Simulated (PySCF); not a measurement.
C$_{18}$H$_{16}$Si (SiHPh3)

```xyz
35

Si   -0.0040   -0.0012    1.0647
H    -0.0006    0.0125    2.5631
C     1.7719    0.0489    0.4480
C     2.1714    0.9581   -0.5418
C     3.4824    0.9680   -1.0179
C     4.4159    0.0666   -0.5098
C     4.0366   -0.8442    0.4767
C     2.7266   -0.8502    0.9504
H     1.4466    1.6714   -0.9449
H     3.7766    1.6843   -1.7892
H     5.4436    0.0741   -0.8816
H     4.7667   -1.5505    0.8798
H     2.4438   -1.5697    1.7256
C    -0.9405    1.5076    0.4504
C    -1.7353    1.4433   -0.7039
C    -2.3832    2.5775   -1.1924
C    -2.2474    3.7967   -0.5303
C    -1.4631    3.8792    0.6204
C    -0.8168    2.7435    1.1043
H    -1.8539    0.4891   -1.2261
H    -2.9991    2.5088   -2.0925
H    -2.7564    4.6861   -0.9102
H    -1.3576    4.8328    1.1439
H    -0.2056    2.8216    2.0088
C    -0.8497   -1.5654    0.4494
C    -0.2181   -2.4426   -0.4437
C    -0.8735   -3.5809   -0.9141
C    -2.1735   -3.8605   -0.4977
C    -2.8182   -2.9975    0.3896
C    -2.1607   -1.8620    0.8566
H     0.8020   -2.2327   -0.7779
H    -0.3654   -4.2530   -1.6100
H    -2.6874   -4.7523   -0.8651
H    -3.8382   -3.2121    0.7182
H    -2.6808   -1.1919    1.5487
```

Geometry: PBE0-D3(BJ)/def2-SVP.

Computed with PBE0/pcSseg-1, SCF density, gas phase, non-relativistic (PySCF 2.14.0).

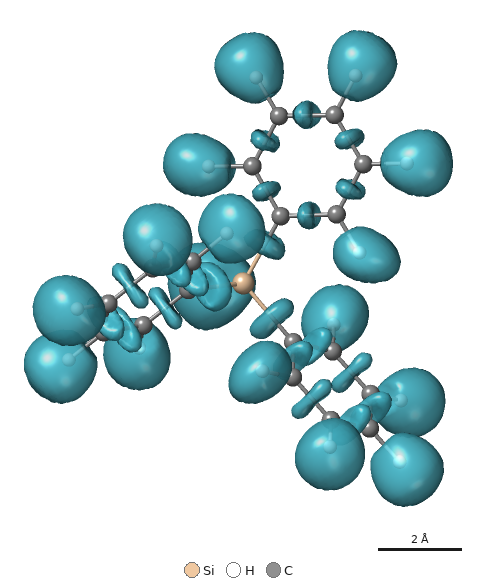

Figure 1. Isosurface of the ELF at 0.85 (cyan), seen at an oblique angle. Core shells and regions of very low density are left out.

Where are the electrons localised?

The ELF exceeds this value in 18 regions between bonded C–C atoms (shared pairs), three regions between bonded C–Si atoms (shared pairs) and 16 regions around hydrogen nuclei. Profiles from the grid: C–C (1.39 Å): the ELF peaks at about 0.95 between the atoms (a covalent bond). C–Si (1.88 Å): the ELF peaks at about 0.95 between the atoms, as expected for a covalent bond.

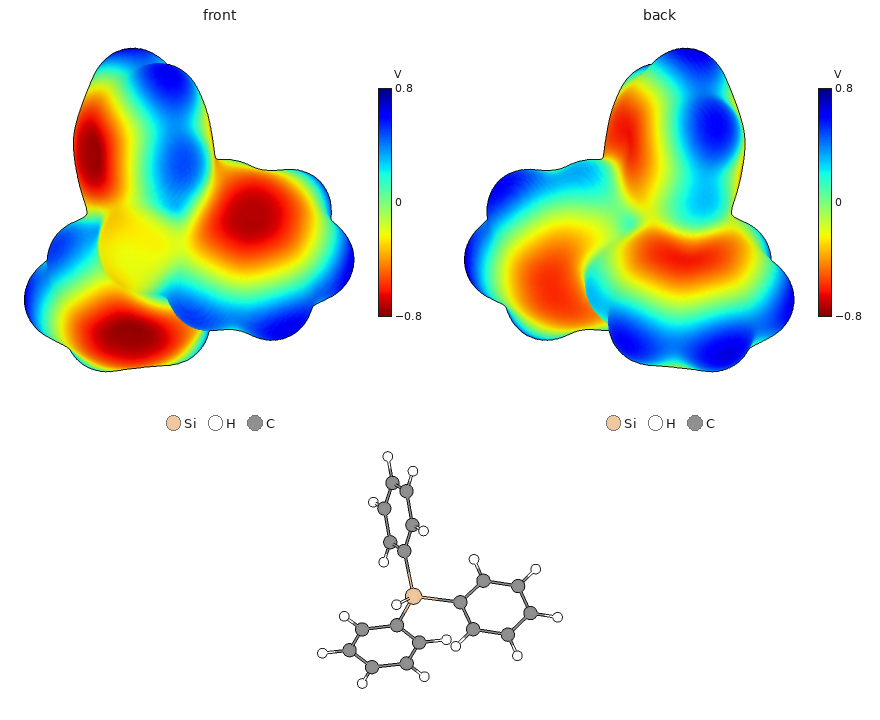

Figure 2. The molecular electrostatic potential painted on the density surface at 0.001 e/bohr³, seen from the front and from behind; red is negative and blue positive. The bare structure is drawn below in the same view.

Where is the surface potential most negative and most positive?

The most negative region (about −0.8 V) lies over the π face of the C atoms, the most positive (about +0.6 V) over the H atoms.

How polar is the molecule by this calculation?

Its dipole moment is 0.85 D.

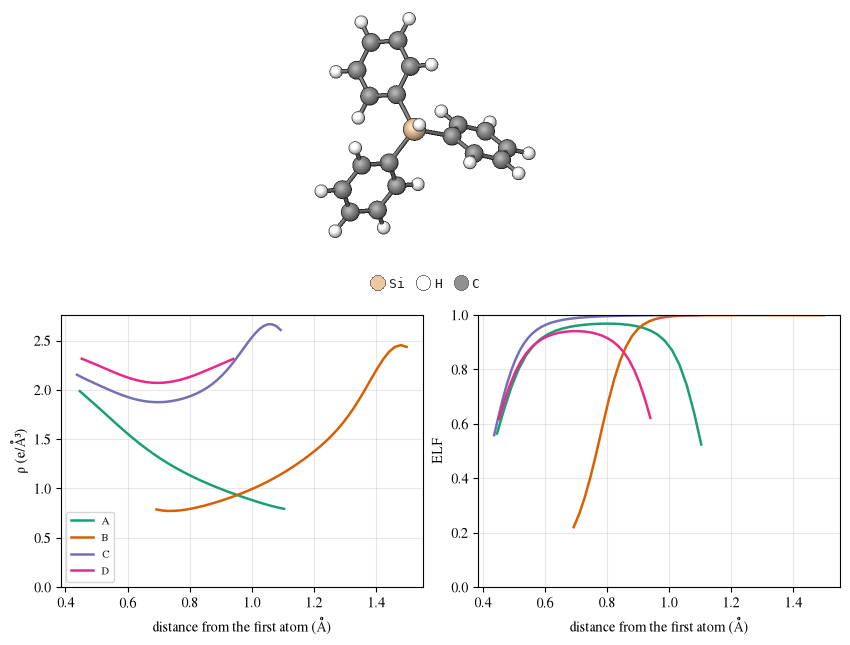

Figure 3. Electron density and ELF along straight lines between neighbouring atoms. The curves leave out the atomic cores. The structure is drawn too.

Which curve belongs to which contact (C–C, C–H, C–Si and Si–H)? The first atom named is at distance zero.

Curve A: C–Si (1.88 Å): the density is about 0.95 e/Å³ at the midpoint; the ELF peaks at about 0.95 between the atoms; a covalent bond. Curve B: Si–H (1.50 Å): the density is about 0.77 e/Å³ at the midpoint; the ELF climbs to about 1 towards the hydrogen, as it does in any bond to H. Curve C: C–H (1.09 Å): ρ at the midpoint is about 2 e/Å³; the ELF climbs to about 1 towards the hydrogen (an ordinary covalent bond to hydrogen). Curve D: C–C (1.39 Å): ρ is about 2.1 e/Å³ halfway; the ELF peaks at about 0.95 between the atoms, as expected for a covalent bond.
